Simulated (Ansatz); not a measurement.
**H₉OPSi₂: search for a transition state**

Wanted: the transition state of a four-centre ligand exchange (form Si1–P8, H2–H7 and break Si1–H2, H7–P8). The guess is relaxed with those distances held, a saddle search follows, and vibrations and two downhill relaxations check it.

The runs use Ansatz 0.2.0, Gaussian basis; PBE0-D4, def2-SVP first, then def2-TZVP.

152 further runs of the same task are left out: 152 set aside as unsound or not needed.

**1. Where the work starts**

The guess: 13 atoms, charge 0, spin multiplicity 1.

Atoms are counted from 1 here; the program's logs count them from 0.

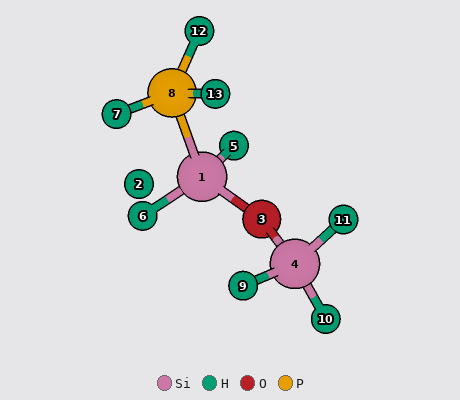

Start geometry, drawn with silicon pink, hydrogen teal, oxygen red, phosphorus amber; atoms are numbered from 1 in the order of the file.

Geometry (Å):

```mol
H9OPSi2
  3D, bonds by distance, orders not assigned

 13 11  0  0  0  0  0  0  0  0999 V2000
   -0.9101    0.9486    0.1053 Si  0  0
    1.6559    1.0055   -0.1588 H   0  0
   -0.7742   -0.4611    0.8610 O   0  0
    0.0913   -1.6596    1.5556 Si  0  0
   -2.3197    0.9660   -0.2953 H   0  0
   -0.4451    2.0707    0.8961 H   0  0
    1.4731    1.5783   -1.5171 H   0  0
    0.2585    0.9587   -1.7880 P   0  0
    1.4527   -1.2037    1.8065 H   0  0
   -0.6533   -1.9320    2.7816 H   0  0
    0.0450   -2.7608    0.5931 H   0  0
   -0.6532    0.7958   -2.9092 H   0  0
    0.7792   -0.3066   -1.9306 H   0  0
  1  3  8  0
  1  5  8  0
  1  6  8  0
  1  8  8  0
  3  4  8  0
  4  9  8  0
  4 10  8  0
  4 11  8  0
  7  8  8  0
  8 12  8  0
  8 13  8  0
M  END
```

Distances that are to change: Si1–P8 2.22 Å, H2–H7 1.49 Å, Si1–H2 2.58 Å, H7–P8 1.39 Å.

**2. Constrained relaxation of the guess**

Contents of hold/in.yaml:

```yaml
crystal:
  periodic: [false, false, false]
  atoms:
    - {symbol: Si, position_ang: [-0.910100, 0.948600, 0.105300]}
    - {symbol: H, position_ang: [1.655900, 1.005500, -0.158800]}
    - {symbol: O, position_ang: [-0.774200, -0.461100, 0.861000]}
    - {symbol: Si, position_ang: [0.091300, -1.659600, 1.555600]}
    - {symbol: H, position_ang: [-2.319700, 0.966000, -0.295300]}
    - {symbol: H, position_ang: [-0.445100, 2.070700, 0.896100]}
    - {symbol: H, position_ang: [1.473100, 1.578300, -1.517100]}
    - {symbol: P, position_ang: [0.258500, 0.958700, -1.788000]}
    - {symbol: H, position_ang: [1.452700, -1.203700, 1.806500]}
    - {symbol: H, position_ang: [-0.653300, -1.932000, 2.781600]}
    - {symbol: H, position_ang: [0.045000, -2.760800, 0.593100]}
    - {symbol: H, position_ang: [-0.653200, 0.795800, -2.909200]}
    - {symbol: H, position_ang: [0.779200, -0.306600, -1.930600]}
basis:
  gaussian: {orbitals: def2-SVP}
hamiltonian: {xc: pbe0, dispersion: d4}
relax: {f_tol: 0.04, max_steps: 150, escape_saddle: false, constraints: [{distance: [0, 7]}, {distance: [1, 6]}, {distance: [0, 1]}, {distance: [6, 7]}]}
```

On the command line:

```bash
> ansatz run in.yaml --threads 8 --pin off --events-out ev --progress --plain --max-ram 19148MiB
```

Output (excerpt; [...] marks lines left out):

```text
Functional definition: PBE0
  name "PBE0"
  cite "Adamo & Barone, J. Chem. Phys. 110, 6158 (1999) doi:10.1063/1.478522"
  cite "Perdew, Burke & Ernzerhof, Phys. Rev. Lett. 77, 3865 (1996) doi:10.1103/PhysRevLett.77.3865"
  parent pbe
[...]
1152 factors; integrals over basis functions are off by at most 5.9e-4 eV
[...]
mean field -27213.49851934 eV, -1000.0776246138 hartree, gradient 4.7e-5 eV, S^2 0.000000; 0 other end points of the search recorded, 0 dependent functions left out
[...]
reference -27213.49855121 eV, -1000.0776257850 hartree; 30, 30 occupied and 83, 83 virtual orbitals, 1152 factors
relax step   1: F+E_penalty+E_count = -27213.79264651 eV  Δ(F+E_penalty+E_count) = +0.000e0 eV  max|allowed force component| = 7.901e-1 eV/Å  Δτ_max = 0.0000 Å  (23 SCF iters, accepted)
[...]
relax step   4: F+E_penalty+E_count = -27214.05795636 eV  Δ(F+E_penalty+E_count) = -3.115e-2 eV  max|allowed force component| = 3.037e-1 eV/Å  Δτ_max = 0.1994 Å  (24 SCF iters, accepted)
[...]
relax step   7: F+E_penalty+E_count = -27214.10100619 eV  Δ(F+E_penalty+E_count) = -1.002e-2 eV  max|allowed force component| = 3.931e-1 eV/Å  Δτ_max = 0.1986 Å  (25 SCF iters, accepted)
[...]
relax step  10: F+E_penalty+E_count = -27214.12259252 eV  Δ(F+E_penalty+E_count) = +1.245e-2 eV  max|allowed force component| = 2.094e-1 eV/Å  Δτ_max = 0.1443 Å  (24 SCF iters, rejected (line search))
[...]
mean field -27213.85133435 eV, -1000.0905903263 hartree, gradient 4.0e-5 eV, S^2 0.000000; 1 other end points of the search recorded, 0 dependent functions left out
[...]
reference -27213.85136627 eV, -1000.0905914995 hartree; 30, 30 occupied and 83, 83 virtual orbitals, 1152 factors
Total energy: -27214.15454782 eV, -1000.1017332159 hartree
Atom 0 at    -0.953748     0.975388     0.109876 Å, force     0.143143    -0.032157     0.447338 eV/Å
Atom 1 at     1.531388     0.332005    -0.149924 Å, force    -0.467789     0.217513    -0.046948 eV/Å
Atom 2 at    -1.012287    -0.410612     0.993171 Å, force     0.034318    -0.024359     0.002356 eV/Å
Atom 3 at     0.178727    -1.460516     1.554028 Å, force    -0.023905    -0.001892     0.025086 eV/Å
Atom 4 at    -2.357738     1.288924    -0.282298 Å, force     0.009570     0.004483    -0.011136 eV/Å
Atom 5 at    -0.296547     2.137792     0.765763 Å, force    -0.002945    -0.000932     0.003687 eV/Å
Atom 6 at     1.445431     1.192540    -1.357643 Å, force     1.373977     0.327114     0.594140 eV/Å
Atom 7 at     0.185846     0.796639    -1.792672 Å, force    -1.062387    -0.493896    -0.949585 eV/Å
Atom 8 at     1.209408    -0.768009     2.373837 Å, force     0.006974     0.011365    -0.001047 eV/Å
Atom 9 at    -0.571561    -2.413354     2.426401 Å, force     0.005411    -0.011780    -0.000462 eV/Å
Atom 10 at     0.795502    -2.228051     0.435644 Å, force     0.004957    -0.004163    -0.011658 eV/Å
Atom 11 at    -0.638844     1.100148    -2.971702 Å, force    -0.017918     0.021522    -0.029885 eV/Å
Atom 12 at     0.484522    -0.543094    -2.104282 Å, force    -0.003406    -0.012817    -0.021887 eV/Å
Dipole moment:    -0.141106     0.196379    -0.489764 e Å
```

Run time: 13 s. Hardware: 8 threads of Arm Neoverse V2, shared host.

Step by step: (the energy doesn't fall at every step)

| step | energy from step 1 (eV) | largest force component (eV/Å) |
| --- | --- | --- |
| 1 | 0.0000 | 0.7901 |
| 2 | -0.2127 | 0.3106 |
| 3 | -0.2342 | 0.3348 |
| 4 | -0.2653 | 0.3037 |
| 5 | -0.2842 | 0.1176 |
| 6 | -0.2983 | 0.3002 |
| 7 | -0.3084 | 0.3931 |
| 8 | -0.3296 | 0.2657 |
| 9 | -0.3424 | 0.1386 |
| 10 | -0.3299 | 0.2094 |
| 11 | -0.3588 | 0.0770 |
| 12 | -0.3619 | 0.0373 |

Distances of close pairs at the start and the end, largest changes first:

| bond | before (Å) | after (Å) | change (Å) |
| --- | --- | --- | --- |
| O3–Si4 | 1.633 | 1.684 | +0.050 |
| Si1–O3 | 1.605 | 1.645 | +0.039 |
| Si1–H6 | 1.449 | 1.488 | +0.038 |
| Si4–H10 | 1.460 | 1.494 | +0.034 |
| P8–H13 | 1.376 | 1.408 | +0.032 |
| Si4–H9 | 1.457 | 1.488 | +0.030 |
| Si4–H11 | 1.463 | 1.490 | +0.027 |
| Si1–H5 | 1.466 | 1.491 | +0.026 |

**3. A starting Hessian**

Contents of hessian/in.yaml:

```yaml
crystal:
  periodic: [false, false, false]
  atoms:
    - {symbol: Si, position_ang: [-0.953748, 0.975388, 0.109876]}
    - {symbol: H, position_ang: [1.531388, 0.332005, -0.149924]}
    - {symbol: O, position_ang: [-1.012287, -0.410612, 0.993171]}
    - {symbol: Si, position_ang: [0.178727, -1.460516, 1.554028]}
    - {symbol: H, position_ang: [-2.357738, 1.288924, -0.282298]}
    - {symbol: H, position_ang: [-0.296547, 2.137792, 0.765763]}
    - {symbol: H, position_ang: [1.445431, 1.192540, -1.357643]}
    - {symbol: P, position_ang: [0.185846, 0.796639, -1.792672]}
    - {symbol: H, position_ang: [1.209408, -0.768009, 2.373837]}
    - {symbol: H, position_ang: [-0.571561, -2.413354, 2.426401]}
    - {symbol: H, position_ang: [0.795502, -2.228051, 0.435644]}
    - {symbol: H, position_ang: [-0.638844, 1.100148, -2.971702]}
    - {symbol: H, position_ang: [0.484522, -0.543094, -2.104282]}
basis:
  gaussian: {orbitals: def2-SVP}
hamiltonian: {xc: pbe0, dispersion: d4}
phonons: {}
scf: {lower_state_search: off}
```

On the command line:

```bash
> ansatz run in.yaml --threads 8 --pin off --events-out ev --progress --plain --max-ram 19148MiB
```

Output (excerpt; [...] marks lines left out):

```text
[... 5 set-up lines as earlier in the session ...]
[...]
1157 factors; integrals over basis functions are off by at most 3.6e-4 eV
[...]
mean field -27213.85133249 eV, -1000.0905902580 hartree, gradient 4.1e-6 eV, S^2 0.000000; 0 other end points of the search recorded, 0 dependent functions left out
[...]
reference -27213.85136445 eV, -1000.0905914327 hartree; 30, 30 occupied and 83, 83 virtual orbitals, 1157 factors
[... from here to the last solve, the lines of the solves are left out (77 solves) ...]
1157 factors; integrals over basis functions are off by at most 3.6e-4 eV
mean field -27213.85139408 eV, -1000.0905925213 hartree, gradient 9.8e-6 eV, S^2 0.000000; 0 other end points of the search recorded, 0 dependent functions left out
[...]
WARN: phonons: modes at or below zero, which the zero-point energy, F, S and C_V leave out: 2, the lowest at -1318.93 cm⁻¹. A minimum has none, and a first-order saddle one
[...]
Atom 6 at     1.445431     1.192540    -1.357643 Å, force     1.374010     0.327144     0.594120 eV/Å
Atom 7 at     0.185846     0.796639    -1.792672 Å, force    -1.062447    -0.493825    -0.949464 eV/Å
Atom 8 at     1.209408    -0.768009     2.373837 Å, force     0.006978     0.011338    -0.001020 eV/Å
Atom 9 at    -0.571561    -2.413354     2.426401 Å, force     0.005374    -0.011773    -0.000465 eV/Å
Atom 10 at     0.795502    -2.228051     0.435644 Å, force     0.004982    -0.004229    -0.011659 eV/Å
Atom 11 at    -0.638844     1.100148    -2.971702 Å, force    -0.017905     0.021510    -0.029892 eV/Å
Atom 12 at     0.484522    -0.543094    -2.104282 Å, force    -0.003440    -0.012814    -0.022014 eV/Å
Dipole moment:    -0.141105     0.196381    -0.489759 e Å
Vibrations: -1318.93 -182.63 85.33 130.37 171.13 222.23 299.85 386.90 468.23 621.73 650.53 687.71 710.69 715.13 773.78 838.96 864.99 906.32 921.41 941.05 964.01 978.97 1038.21 1076.24 1171.95 2110.67 2235.20 2248.06 2252.51 2265.13 2270.10 2539.16 2642.18 cm⁻¹, zero-point energy 2.119431 eV
Checks for a lower state left out: stability, starts, cluster_reference, orbital_swaps, neighbouring_geometries, increment
```

Wall time 42 s (8 threads of Arm Neoverse V2, shared host).

The structure is not stationary yet, so these wavenumbers are no spectrum; the search needs only the force constants.

**4. Saddle search in the small basis**

The search itself is an outer loop (partitioned rational-function steps, Bofill update of the Hessian). Each step is one single-point run with forces. It stops when the largest force is under 0.04 eV/Å and the followed curvature is negative. The first step's input:

Contents of presaddle/in.yaml:

```yaml
crystal:
  periodic: [false, false, false]
  atoms:
    - {symbol: Si, position_ang: [-0.953748, 0.975388, 0.109876]}
    - {symbol: H, position_ang: [1.531388, 0.332005, -0.149924]}
    - {symbol: O, position_ang: [-1.012287, -0.410612, 0.993171]}
    - {symbol: Si, position_ang: [0.178727, -1.460516, 1.554028]}
    - {symbol: H, position_ang: [-2.357738, 1.288924, -0.282298]}
    - {symbol: H, position_ang: [-0.296547, 2.137792, 0.765763]}
    - {symbol: H, position_ang: [1.445431, 1.192540, -1.357643]}
    - {symbol: P, position_ang: [0.185846, 0.796639, -1.792672]}
    - {symbol: H, position_ang: [1.209408, -0.768009, 2.373837]}
    - {symbol: H, position_ang: [-0.571561, -2.413354, 2.426401]}
    - {symbol: H, position_ang: [0.795502, -2.228051, 0.435644]}
    - {symbol: H, position_ang: [-0.638844, 1.100148, -2.971702]}
    - {symbol: H, position_ang: [0.484522, -0.543094, -2.104282]}
basis:
  gaussian: {orbitals: def2-SVP}
hamiltonian: {xc: pbe0, dispersion: d4}
output: {forces: true}
scf: {lower_state_search: off}
```

On the command line:

```bash
> ansatz run in.yaml --threads 8 --pin off --events-out ev --progress --plain --max-ram 19148MiB
```

Step by step:

| step | energy (eV) | largest force (eV/Å) | followed curvature (eV/Å²) |
| --- | --- | --- | --- |
| 1 | -27214.15454 | 1.3740 | -8.43 |
| 2 | -27214.26536 | 0.9756 | -8.51 |
| 3 | -27214.42005 | 0.4622 | -8.71 |
| 4 | -27214.53229 | 0.8211 | -8.54 |
| 5 | -27214.45857 | 1.0333 | -8.14 |
| 6 | -27214.53260 | 0.3296 | -8.28 |
| 7 | -27214.52443 | 0.3544 | -8.27 |
| 8 | -27214.55131 | 0.2157 | -8.30 |
| 9 | -27214.56070 | 0.1160 | -8.44 |
| 10 | -27214.56029 | 0.1874 | -8.42 |
| 11 | -27214.56096 | 0.1945 | -8.50 |
| 12 | -27214.56374 | 0.0645 | -8.72 |
| 13 | -27214.56401 | 0.0727 | -8.74 |
| 14 | -27214.56458 | 0.0711 | -8.69 |
| 15 | -27214.56489 | 0.0304 | -8.68 |

The 15 steps took 9.6 s in all (8 threads of Arm Neoverse V2, shared host).

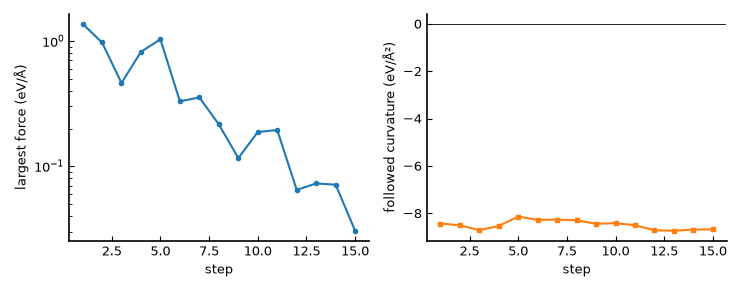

Largest force and followed curvature during the search.

**5. Saddle search in triple zeta**

The search itself is an outer loop (partitioned rational-function steps, Bofill update of the Hessian). Each step is one single-point run with forces. It stops when the largest force is under 0.018 eV/Å and the followed curvature is negative. The first step's input:

Contents of saddle/in.yaml:

```yaml
crystal:
  periodic: [false, false, false]
  atoms:
    - {symbol: Si, position_ang: [-0.751838, 0.848806, 0.085206]}
    - {symbol: H, position_ang: [1.008075, 0.363974, -0.243030]}
    - {symbol: O, position_ang: [-0.897083, -0.485534, 1.085996]}
    - {symbol: Si, position_ang: [0.203482, -1.523933, 1.783367]}
    - {symbol: H, position_ang: [-2.202038, 1.089903, -0.202208]}
    - {symbol: H, position_ang: [-0.196275, 2.097718, 0.688182]}
    - {symbol: H, position_ang: [1.379974, 0.936134, -1.250325]}
    - {symbol: P, position_ang: [0.100516, 1.044244, -2.110093]}
    - {symbol: H, position_ang: [1.181763, -0.786149, 2.639396]}
    - {symbol: H, position_ang: [-0.564980, -2.482219, 2.626998]}
    - {symbol: H, position_ang: [0.954492, -2.284861, 0.737777]}
    - {symbol: H, position_ang: [-0.416658, 1.509659, -3.388506]}
    - {symbol: H, position_ang: [0.200670, -0.327941, -2.452561]}
basis:
  gaussian: {orbitals: def2-TZVP}
hamiltonian: {xc: pbe0, dispersion: d4}
output: {forces: true}
scf: {lower_state_search: off}
```

On the command line:

```bash
> ansatz run in.yaml --threads 8 --pin off --events-out ev --progress --plain --max-ram 19148MiB
```

Step by step:

| step | energy (eV) | largest force (eV/Å) | followed curvature (eV/Å²) |
| --- | --- | --- | --- |
| 1 | -27226.21227 | 0.4446 | -8.68 |
| 2 | -27226.23926 | 0.1925 | -8.63 |
| 3 | -27226.23911 | 0.1676 | -8.63 |
| 4 | -27226.23868 | 0.1922 | -8.63 |
| 5 | -27226.24195 | 0.0714 | -8.68 |
| 6 | -27226.24294 | 0.0528 | -8.68 |
| 7 | -27226.24311 | 0.0541 | -8.68 |
| 8 | -27226.24338 | 0.0279 | -8.68 |
| 9 | -27226.24345 | 0.0150 | -8.76 |

The 9 steps took 12 s in all (8 threads of Arm Neoverse V2, shared host).

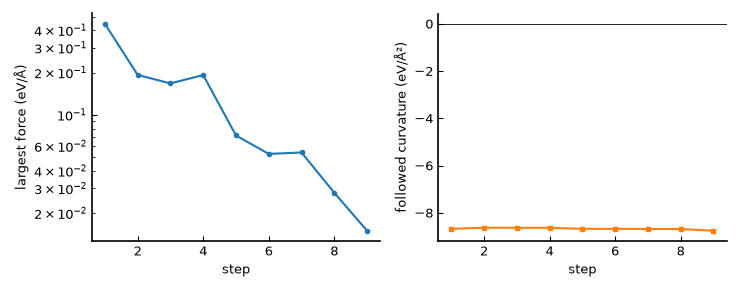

Largest force and followed curvature during the search.

The point found:

```xyz
13
H9OPSi2
Si   -0.7792    0.8600    0.0983
H     1.0173    0.3927   -0.1648
O    -0.9219   -0.4544    1.0838
Si    0.1965   -1.4959    1.6945
H    -2.2200    1.0977   -0.2041
H    -0.2368    2.1114    0.6881
H     1.3911    0.9727   -1.1857
P     0.1216    0.9881   -2.0329
H     1.2498   -0.7817    2.4620
H    -0.5301   -2.4184    2.6012
H     0.8381   -2.2824    0.6082
H    -0.4145    1.3874   -3.3182
H     0.2882   -0.3773   -2.3302
```

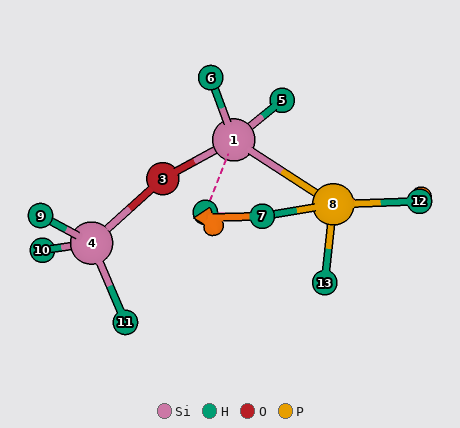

The point found; broken lines mark the pairs that react, arrows the followed mode.

**6. Vibrations at the point found**

Contents of vib/in.yaml:

```yaml
crystal:
  periodic: [false, false, false]
  atoms:
    - {symbol: Si, position_ang: [-0.779227, 0.860006, 0.098342]}
    - {symbol: H, position_ang: [1.017314, 0.392715, -0.164828]}
    - {symbol: O, position_ang: [-0.921858, -0.454446, 1.083774]}
    - {symbol: Si, position_ang: [0.196533, -1.495894, 1.694530]}
    - {symbol: H, position_ang: [-2.219970, 1.097724, -0.204065]}
    - {symbol: H, position_ang: [-0.236815, 2.111386, 0.688135]}
    - {symbol: H, position_ang: [1.391098, 0.972725, -1.185738]}
    - {symbol: P, position_ang: [0.121570, 0.988062, -2.032922]}
    - {symbol: H, position_ang: [1.249764, -0.781717, 2.462017]}
    - {symbol: H, position_ang: [-0.530121, -2.418388, 2.601182]}
    - {symbol: H, position_ang: [0.838102, -2.282436, 0.608189]}
    - {symbol: H, position_ang: [-0.414511, 1.387357, -3.318174]}
    - {symbol: H, position_ang: [0.288219, -0.377294, -2.330242]}
basis:
  gaussian: {orbitals: def2-TZVP}
hamiltonian: {xc: pbe0, dispersion: d4}
phonons: {temperatures: {t_min: 298.15, t_max: 900, t_step: 200}}
```

On the command line:

```bash
> ansatz run in.yaml --threads 8 --pin off --events-out ev --progress --plain --max-ram 19148MiB
```

Output (excerpt; [...] marks lines left out):

```text
[... 5 set-up lines as earlier in the session ...]
[...]
1365 factors; their error is unknown
[...]
mean field -27225.95740354 eV, -1000.5354801632 hartree, gradient 1.9e-5 eV, S^2 0.000000; 0 other end points of the search recorded, 0 dependent functions left out
[...]
reference -27225.95744265 eV, -1000.5354816006 hartree; 30, 30 occupied and 166, 166 virtual orbitals, 1365 factors
[... from here to the last solve, the lines of the solves are left out (77 solves) ...]
1365 factors; their error is unknown
[...]
mean field -27225.95740347 eV, -1000.5354801607 hartree, gradient 1.5e-6 eV, S^2 0.000000; 0 other end points of the search recorded, 0 dependent functions left out
[...]
WARN: phonons: modes at or below zero, which the zero-point energy, F, S and C_V leave out: 1, the lowest at -1448.49 cm⁻¹. A minimum has none, and a first-order saddle one
[...]
Atom 5 at    -0.236815     2.111386     0.688135 Å, force     0.000659     0.000607    -0.000876 eV/Å
Atom 6 at     1.391098     0.972725    -1.185738 Å, force    -0.014999    -0.008763     0.001472 eV/Å
Atom 7 at     0.121570     0.988062    -2.032922 Å, force     0.013187     0.014010    -0.004814 eV/Å
Atom 8 at     1.249764    -0.781717     2.462017 Å, force     0.000653     0.000380    -0.001537 eV/Å
Atom 9 at    -0.530121    -2.418388     2.601182 Å, force     0.000385    -0.000744     0.000238 eV/Å
Atom 10 at     0.838102    -2.282436     0.608189 Å, force     0.000602    -0.000136    -0.002032 eV/Å
Atom 11 at    -0.414511     1.387357    -3.318174 Å, force    -0.000825    -0.004587     0.005600 eV/Å
Atom 12 at     0.288219    -0.377294    -2.330242 Å, force     0.001866    -0.003878     0.001925 eV/Å
Dipole moment:     0.149890     0.080077    -0.477640 e Å
Vibrations: -1448.49 55.86 107.02 115.68 173.01 286.36 370.74 434.54 557.84 599.01 638.73 719.67 735.16 748.78 807.98 880.53 945.85 955.71 959.81 976.74 987.18 1036.32 1067.41 1192.45 1260.60 1948.00 2179.14 2215.05 2217.15 2221.19 2226.61 2240.67 2491.52 cm⁻¹, zero-point energy 2.129572 eV
```

Run time: 94 s. Hardware: 8 threads of Arm Neoverse V2, shared host.

The modes, with what each moves most:

| mode | wavenumber (cm⁻¹) | character |
| --- | --- | --- |
| 1 | 1448i | changes H2–H7, Si1–H2, H7–P8 |
| 2 | 56 | torsion with bend |
| 3 | 107 | bend with torsion |
| 4 | 116 | torsion |
| 5 | 173 | bend with torsion |
| 6 | 286 | Si–P stretch with bend |
| 7 | 371 | torsion |
| 8 | 435 | torsion with bend |
| 9 | 558 | torsion |
| 10 | 599 | bend |
| 11 | 639 | Si–O stretch |
| 12 | 720 | bend |
| 13 | 735 | bend |
| 14 | 749 | bend |
| 15 | 808 | not assigned (largely outside the bonds, angles and torsions drawn) |
| 16 | 881 | bend |
| 17 | 946 | bend |
| 18 | 956 | bend with torsion |
| 19 | 960 | bend with torsion |
| 20 | 977 | bend |
| 21 | 987 | bend |
| 22 | 1036 | not assigned (largely outside the bonds, angles and torsions drawn) |
| 23 | 1067 | Si–O stretch |
| 24 | 1192 | bend |
| 25 | 1261 | not assigned (largely outside the bonds, angles and torsions drawn) |
| 26 | 1948 | P–H stretch |
| 27 | 2179 | Si–H stretch |
| 28 | 2215 | Si–H stretch |
| 29 | 2217 | P–H stretch |
| 30 | 2221 | Si–H stretch |
| 31 | 2227 | Si–H stretch |
| 32 | 2241 | Si–H stretch |
| 33 | 2492 | P–H stretch |

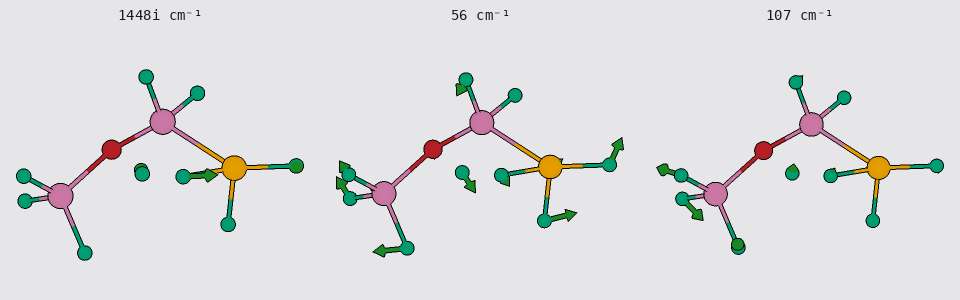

Displacements of 3 modes, as arrows.

Vibrational sums (real modes only):

| T (K) | entropy (J/mol/K) | heat capacity (J/mol/K) |
| --- | --- | --- |
| 298 | 84.5 | 92.4 |
| 498 | 145.2 | 144.7 |
| 698 | 199.9 | 179.0 |
| 898 | 248.0 | 202.2 |

[end of part 1 of 2]
